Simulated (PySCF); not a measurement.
# C2H3Ge (SMILES [CH2+][CH]=[Ge]) (charge +1): what the fields show

```xyz
6

C     0.3846   -0.7024    1.0943
C     1.0168   -0.7585   -0.1167
Ge    0.6566   -2.5170    1.6686
H    -0.0976    0.2051    1.4883
H     1.1065    0.0950   -0.8164
H     1.5031   -1.6888   -0.5048
```

Geometry: BLYP-D3(BJ)/def2-SVP.

The calculation used PySCF, Gaussian-basis quantum chemistry of an isolated molecule with PySCF, energy and nuclear gradient, functional PBE0.

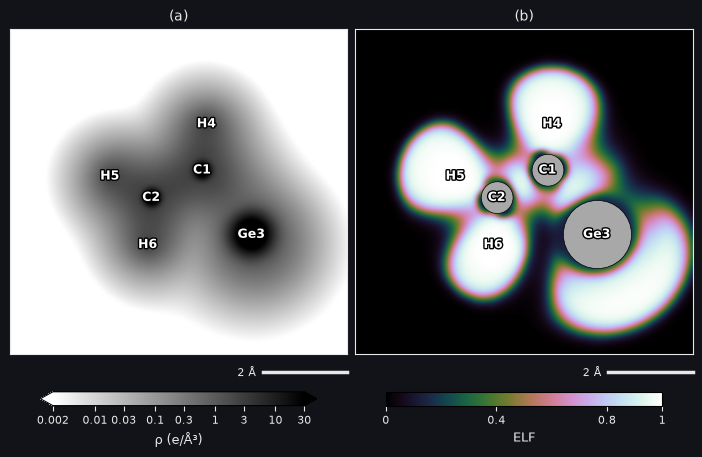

Figure 1. (a) total electron density; (b) electron localisation function on the molecular plane. Grey discs cover the atomic cores in the ELF map.

Q: Interpret the plot.

A:
- Atoms in the plane: C, Ge and H.
- C–C (1.37 Å): ρ at the midpoint is about 2.2 e/Å³; the ELF peaks at about 0.95 between the atoms (a covalent bond).
- C–Ge (1.92 Å): ρ at the midpoint is about 0.92 e/Å³; the ELF peaks at about 0.90 in the valence shell of C, 0.7 Å from its nucleus, and is about 0.65 at the midpoint.
- C–H (1.10 Å): the density is about 2 e/Å³ at the midpoint; the ELF climbs to about 1 towards the hydrogen, as it does in any bond to H: an ordinary covalent bond to hydrogen.

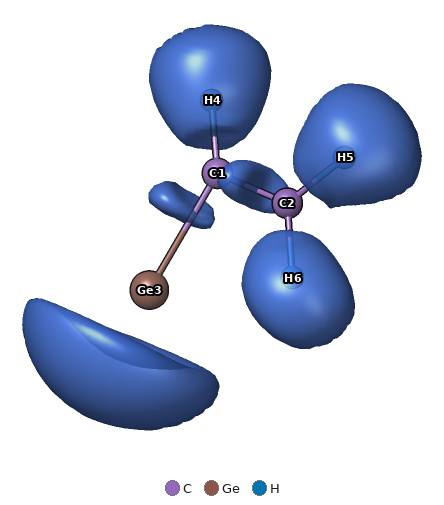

Figure 2. Isosurface of the ELF at 0.85 (blue), seen at an oblique angle. Only the valence region is drawn (cores and ρ < 0.01 e/Å³ removed).

Q: Describe the localisation domains.

A: The surface consists of one region between bonded C–C atoms (shared pairs), three regions around hydrogen nuclei, one lobe on Ge, pointing away from the bonds (lone pairs) and one region wrapped around C (its valence shell).

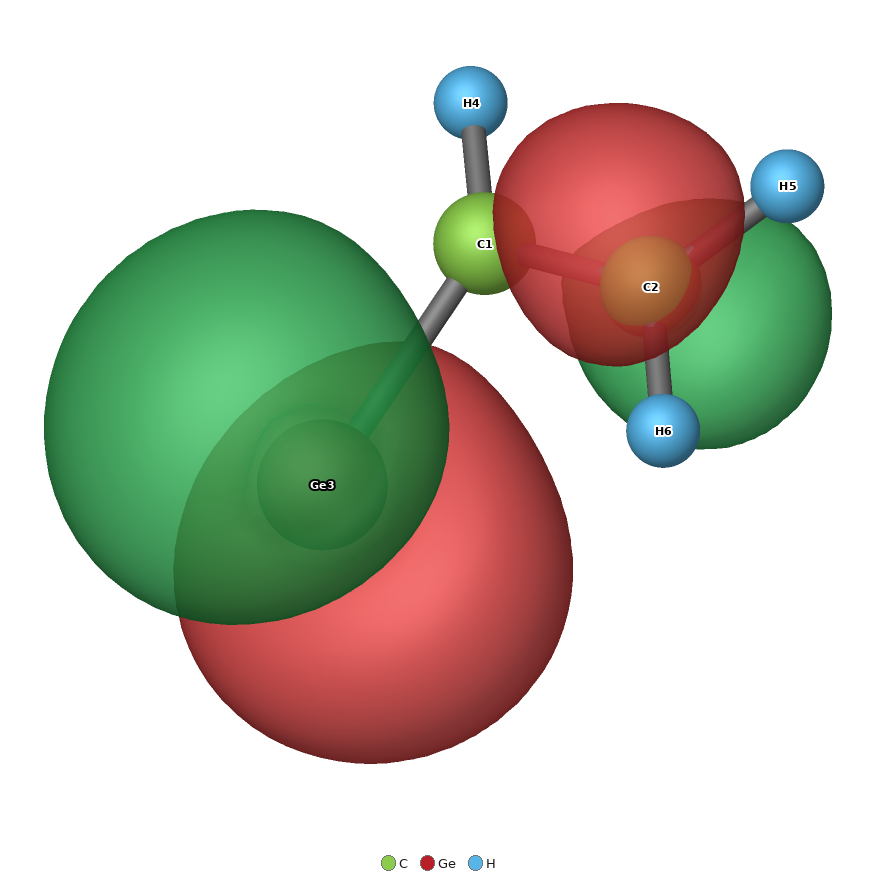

Figure 3. The LUMO at ±0.1 Å⁻³ᐟ² (green and red are the two phases), seen at a tilt.

Q: What is the character of this orbital?

A: Its weight (Hirshfeld) is mainly on Ge3 (about 75 %) and C2 (about 15 %); it changes sign across the molecular plane (π type). Its energy is −8.73 eV.
